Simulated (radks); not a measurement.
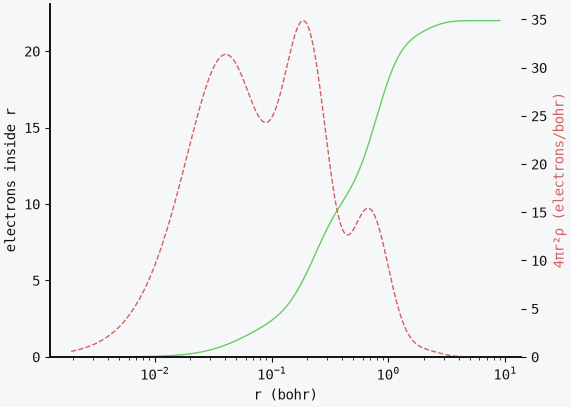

The number of electrons inside radius r (solid) and the radial density 4πr²ρ (dashed). The count levels off at 22 electrons. Half of them lie within 0.471 bohr, 90 % within 1.25 bohr and 99 % within 2.79 bohr. The radial density has minima at 0.0894 and 0.446 bohr, where the count stands at 2.1 and 10.7; these part the shells that the density resolves.

**Run report: Fe⁴⁺, atomic calculation**

- system: the iron ion Fe⁴⁺ in the configuration [Ne] 3s2 3p5 3d4 4p1.
- method: scalar-relativistic Kohn-Sham, PBE, spin-unpolarised, spherical densities, point nucleus (the in-house radial solver radks)

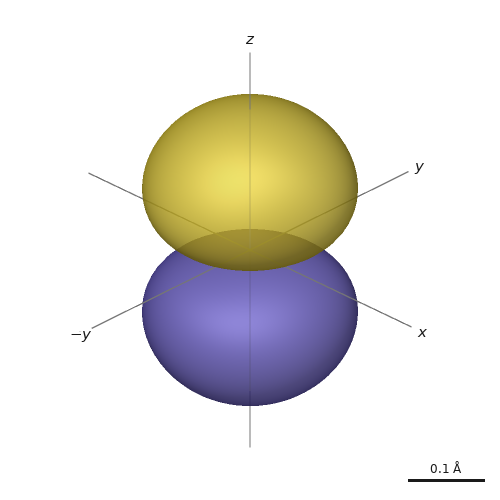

The 2p(z) orbital. The surface of constant |ψ| that holds about 85 % of the electron is drawn, yellow where ψ is positive and blue where it is negative. The radial function comes from the spherical calculation and is multiplied by a real spherical harmonic; the overall sign is chosen so that the largest lobe of P(r) is positive; at the scalar-relativistic level it is the large component. It has the nodal plane xy and no radial node. The maximum of P² lies at 0.180 bohr, ⟨r⟩ = 0.235 bohr, 90 % of the charge lies within 0.385 bohr, and the eigenvalue is −774.7 eV, with 6 electrons in the shell.

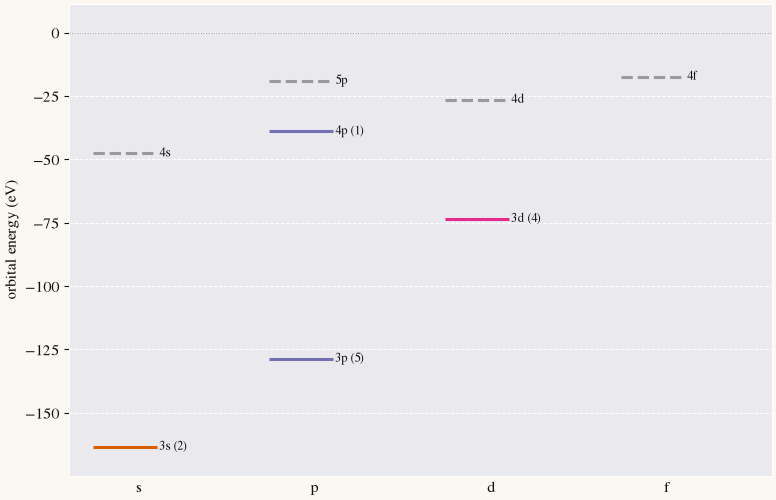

The outer levels are drawn by angular momentum (occupations in brackets, empty levels dashed). The highest occupied level is 4p at −38.9 eV. From the top down the occupied levels run 4p (−38.9 eV), 3d (−73.4 eV), 3p (−128.6 eV), 3s (−163.4 eV). The lowest empty level drawn is 4s at −47.6 eV, below the highest occupied one, so this filling isn't the aufbau one. The order isn't aufbau: the empty 4s level lies under the highest occupied one.

These pictures come from the run below.

## Input
```
Z 26
configuration [Ne] 3s2 3p5 3d4 4p1 4s0 4d0 5p0 4f0
relativity scalar-relativistic
functional pbe,pbe
spin unpolarised
nucleus point
c 137.035999084
```

Energies in input and log are in hartree, lengths in bohr.

## Log
```
1s      1   2.0000        -260.04351641
2s      1   2.0000         -32.91903708
2p      1   6.0000         -28.46896677
3s      1   2.0000          -6.00300617
3p      1   5.0000          -4.72484969
3d      1   4.0000          -2.69772692
4p      1   1.0000          -1.43028883
4s      1   0.0000          -1.75016290
4d      1   0.0000          -0.97126220
5p      1   0.0000          -0.69626915
4f      1   0.0000          -0.63876088
Etot -1265.1663668004942
Ekin 1280.5108254363365
Encl -2968.8690899696553
Eh 476.35151157054395
Exc -53.15961383771925
err 1.6492906325958941e-10
it 15
```

## Orbitals

```csv
orbital,occupation,energy (eV),⟨r⟩ (bohr),outer maximum (bohr)
1s,2,−7076.1,0.05845,0.0383
2s,2,−895.773,0.2667,0.222
2p,6,−774.680,0.2353,0.180
3s,2,−163.350,0.7852,0.692
3p,5,−128.570,0.8140,0.699
3d,4,−73.409,0.8756,0.660
4s,0,−47.624,2.012,1.84
4p,1,−38.920,2.229,2.03
4d,0,−26.429,2.761,2.52
5p,0,−18.946,4.317,4.29
4f,0,−17.382,3.458,3.06
```

## Summary

- outcome: converged
- total energy: −1265.1664 hartree
- kinetic energy: 1280.5108 hartree
- electron–nucleus energy: −2968.8691 hartree
- Hartree energy: 476.351512 hartree
- exchange–correlation energy: −53.159614 hartree
- radius at density 0.001 e/bohr³: 3.39 bohr
- SCF iterations: 15
- hardware: 1 CPU thread, shared host
